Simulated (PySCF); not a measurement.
C₁₀H₁₈Si (Si(vinyl)3(tBu))

Input

```
{"job": {"kind": "nmr", "xc": "PBE0", "basis": "pcSseg-1"}, "charge": 0, "multiplicity": 1}
Si     0.203363     0.355747     0.165002
C      0.301794     0.257187     2.036559
C     -0.029096     1.266972     2.850637
H      0.657891    -0.674265     2.498161
H     -0.384730     2.226341     2.456834
H      0.040852     1.187385     3.941869
C      1.940595     0.447456    -0.539205
C      3.030418     0.683840     0.201055
H      2.079478     0.306892    -1.620220
H      2.963056     0.839578     1.284180
H      4.035212     0.736172    -0.234594
C     -0.742281     1.903332    -0.318295
C     -0.173787     2.977754    -0.878552
H     -1.824352     1.939147    -0.130161
H      0.901928     3.012860    -1.087197
H     -0.749118     3.870243    -1.151399
C     -0.689507    -1.190471    -0.523704
C     -0.797382    -1.071751    -2.046210
C     -2.090398    -1.279297     0.087507
C      0.115071    -2.440297    -0.157070
H     -1.326912    -1.946511    -2.464577
H     -1.352895    -0.169655    -2.348687
H      0.192640    -1.030097    -2.527776
H     -2.710506    -0.407649    -0.176216
H     -2.055539    -1.342920     1.186816
H     -2.615838    -2.177703    -0.283055
H      0.194605    -2.573344     0.933704
H      1.138496    -2.403729    -0.563325
H     -0.372594    -3.345405    -0.561555
```

Command:

```sh
OMP_NUM_THREADS=2 python probes_run.py task.json out
```

Geometry: PBE0-D3(BJ)/def2-SVP.

All numbers below come from PySCF 2.14.0, PBE0/pcSseg-1, SCF density, gas phase, non-relativistic.

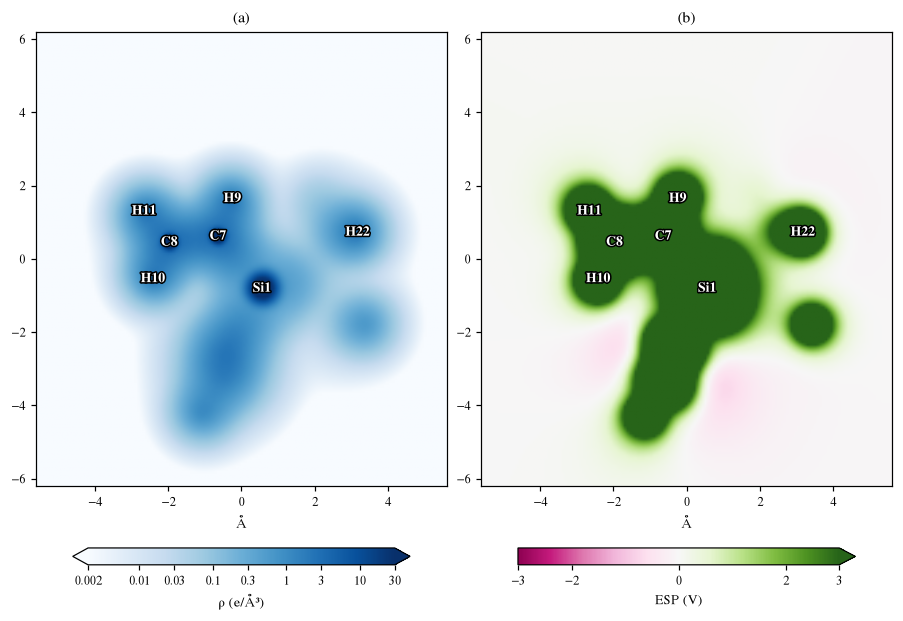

Figure 1. (a) total electron density; (b) electrostatic potential on the plane of atoms C7, C8 and H11.

Question: What do the fields say about this system?

Answer: Atoms in the plane: Si, C and H.
C–C (1.34 Å): ρ at the midpoint is about 2.2 e/Å³.
C–Si (1.88 Å): ρ at the midpoint is about 0.94 e/Å³.
C–H (1.10 Å): the density is about 1.9 e/Å³ at the midpoint.
Outside the dense part of the molecule the potential is most negative (−0.7 V) near C3 and C8, which lies off the plane.

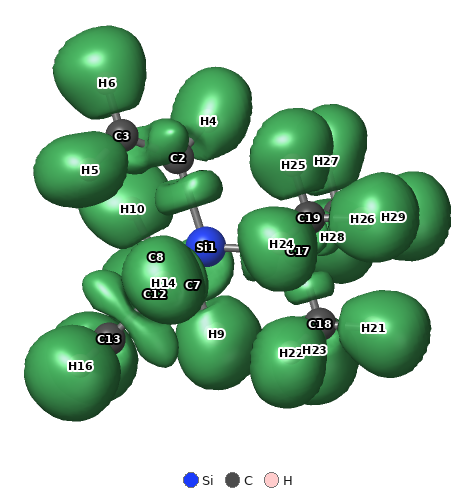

Figure 2. Isosurface of the electron localisation function at 0.75 (green), seen at a tilt. Only the valence region is drawn (cores and ρ < 0.01 e/Å³ removed).

Question: Where are the electrons localised?

Answer: The ELF exceeds this value in six regions between bonded C–C atoms (shared pairs), four regions between bonded C–Si atoms (shared pairs) and 18 regions around hydrogen nuclei. Profiles from the grid: C–C (1.34 Å): the ELF peaks at about 0.90 between the atoms (a multiple bond). C–Si (1.88 Å): the ELF peaks at about 0.95 between the atoms, as expected for a shared electron pair.

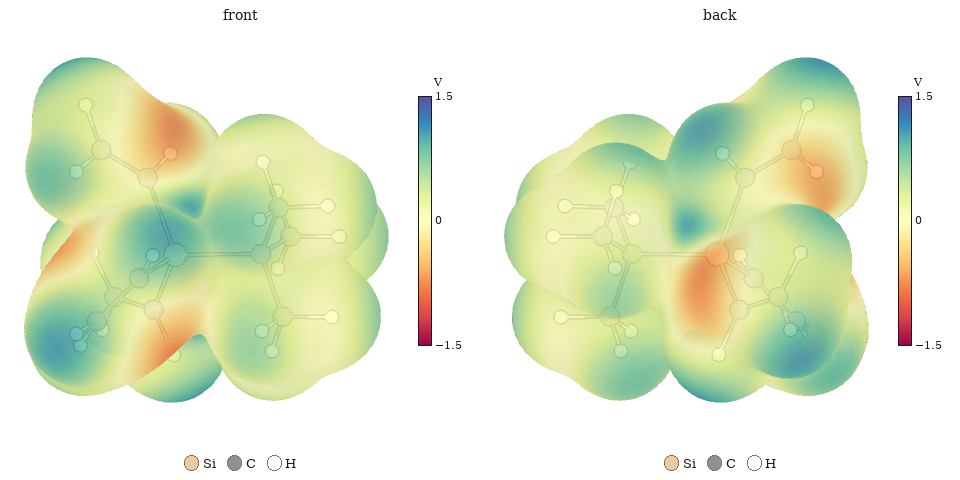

Figure 3. The molecular electrostatic potential painted on the density surface at 0.004 e/bohr³, seen from the front and from behind; the colour scale runs from red (negative) to blue (positive).

Question: Where is the surface potential most negative and most positive?

Answer: The most negative region (about −0.7 V) lies over the π face of the C atoms, the most positive (about +1.1 V) over the H and Si atoms.

Question: What dipole moment does the calculation give?

Answer: Its dipole moment is 0.23 D.
